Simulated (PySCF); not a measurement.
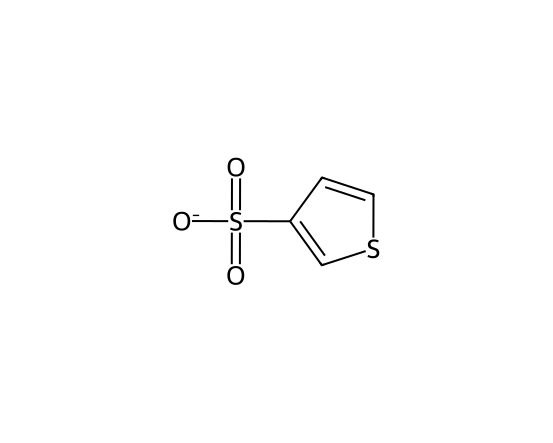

State: charge −1, singlet. The computed structure is the end point of a GFN2-xTB optimisation. No frequency run is at hand to confirm it as a minimum. Method: PBE0/pcSseg-1, gas phase (PySCF 2.14.0).

Predict the main results.

The species is C4H3O3S2(-) (`O=S(=O)([O-])c1ccsc1`).
- HOMO energy (Kohn–Sham orbital): −2.31 eV
